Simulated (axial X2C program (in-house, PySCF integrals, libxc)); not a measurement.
# Relativistic diatomic calculation, with input and output: NbCl

- system: NbCl, single determinant with Ω = 1.
- method: B97-3, two-component X2C with atomic mean-field Coulomb and Gaunt terms, Nb dyall-cv3z, Cl dyall-av3z (cores contracted) (axial X2C program (in-house, PySCF integrals, libxc))

The input:
```
{"zs": [41, 17], "q": 0, "bas": ["dyall-cv3z", "dyall-av3z"], "levels": ["PBE0", "HF", "BLYP", "PBEsol", "B97-3"], "cc": true, "r0": 2.46, "thr": -2.0, "nmax": 140}
```

The line is the task of a batch: nuclear charges, charge, bases, the levels to run, a first guess of the distance and further settings. This report covers B97-3 with spin-orbit coupling. The log is that of the reference distance 2.298 Å.

The run was one of a batch that the task file lists, launched with:
```bash
python <driver script> task.json out
```

The program's output:
```
two-component X2C + atomic mean field  B97-3
basis functions 216  fitting functions 1010  grid points 5081
iter        total energy     max residual
   1      -4279.219570233     3.95e-02
   2      -4279.220413296     2.24e-03
   3      -4279.220496406     1.03e-03
   4      -4279.220523622     3.47e-04
   5      -4279.220540383     3.37e-04
   6      -4279.220551111     3.23e-04
   7      -4279.220558730     3.09e-04
   8      -4279.220566067     2.95e-04
   9      -4279.220572104     2.81e-04
  10      -4279.220579413     2.71e-04
  11      -4279.220585408     2.85e-04
  12      -4279.220589618     2.60e-04
  13      -4279.220593594     2.75e-04
  14      -4279.220597069     2.87e-04
  15      -4279.220598950     2.87e-04
  16      -4279.220595918     2.61e-04
  17      -4279.220591776     2.44e-04
  18      -4279.220582487     2.49e-04
  19      -4279.220579745     2.29e-04
  20      -4279.220577012     2.36e-04
  21      -4279.220578660     2.52e-04
  22      -4279.220585093     2.75e-04
  23      -4279.220588660     2.76e-04
  24      -4279.220585136     2.54e-04
  25      -4279.220581576     2.58e-04
  26      -4279.220584783     2.69e-04
  27      -4279.220590017     2.80e-04
  28      -4279.220594122     2.75e-04
  29      -4279.220597146     2.83e-04
  30      -4279.220579637     2.97e-04
  31      -4279.220573510     2.64e-04
  32      -4279.220566057     2.75e-04
  33      -4279.220568326     2.95e-04
  34      -4279.220567604     3.06e-04
  35      -4279.220573679     3.28e-04
  36      -4279.220577440     3.33e-04
  37      -4279.220579662     3.41e-04
  38      -4279.220579610     3.25e-04
  39      -4279.220601321     3.55e-04
  40      -4279.220617555     3.86e-04
  41      -4279.220620690     3.51e-04
  42      -4279.220611586     2.83e-04
  43      -4279.220610766     2.92e-04
  44      -4279.220607573     2.81e-04
  45      -4279.220604679     2.70e-04
  46      -4279.220600638     2.60e-04
  47      -4279.220597560     2.48e-04
  48      -4279.220591492     2.38e-04
  49      -4279.220586446     2.35e-04
  50      -4279.220585001     2.42e-04
  51      -4279.220584074     2.38e-04
  52      -4279.220582826     2.40e-04
  53      -4279.220582053     2.46e-04
  54      -4279.220584229     2.54e-04
  55      -4279.220585098     2.51e-04
  56      -4279.220584134     2.45e-04
  57      -4279.220586976     2.54e-04
  58      -4279.220590597     2.63e-04
  59      -4279.220593909     2.73e-04
  60      -4279.220594406     2.97e-04
  61      -4279.220595556     2.50e-04
  62      -4279.220596199     2.62e-04
  63      -4279.220592267     2.70e-04
  64      -4279.220582155     4.24e-04
  65      -4279.220577661     4.77e-04
  66      -4279.220575005     4.68e-04
  67      -4279.220573731     3.58e-04
  68      -4279.220568180     3.65e-04
  69      -4279.220578611     3.98e-04
  70      -4279.220585219     3.42e-04
  71      -4279.220600578     3.68e-04
  72      -4279.220612151     3.68e-04
  73      -4279.220620740     3.70e-04
  74      -4279.220612443     3.03e-04
  75      -4279.220612875     2.99e-04
  76      -4279.220612864     2.96e-04
  77      -4279.220619248     3.38e-04
  78      -4279.220618387     3.27e-04
  79      -4279.220615529     3.12e-04
  80      -4279.220612990     3.02e-04
NOT converged
one-electron -6224.98439986  Coulomb 1935.06469077  exact exchange -39.17221882  xc functional -108.81285375  nuclear repulsion 160.50327068  atomic mean-field constant -1.81910200
```

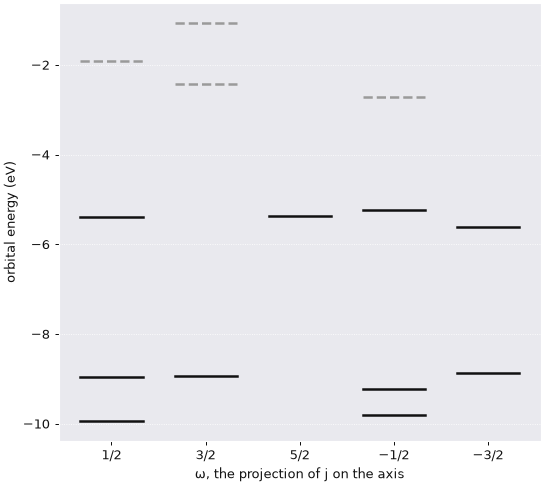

*Orbital energies near the frontier at 2.30 Å, filled (solid) and empty (dashed).*

The highest filled spinor (−1/2; 78 % Nb d, 10 % Cl p) lies at −5.23 eV, the lowest empty one (−1/2; 56 % Nb s, 26 % Nb d) at −2.72 eV.

What the run reported:

- outcome: 10 of 12 points not converged
- hardware: 2 threads of Arm Neoverse V1, 24 GiB of memory available, shared host
- wall time: 71 s (CPU time 2.4 min)

What went wrong:

10 of the 12 points of the curve did not converge at the level reported and have no energy. The log shown is that of a point that failed. The curve is incomplete.
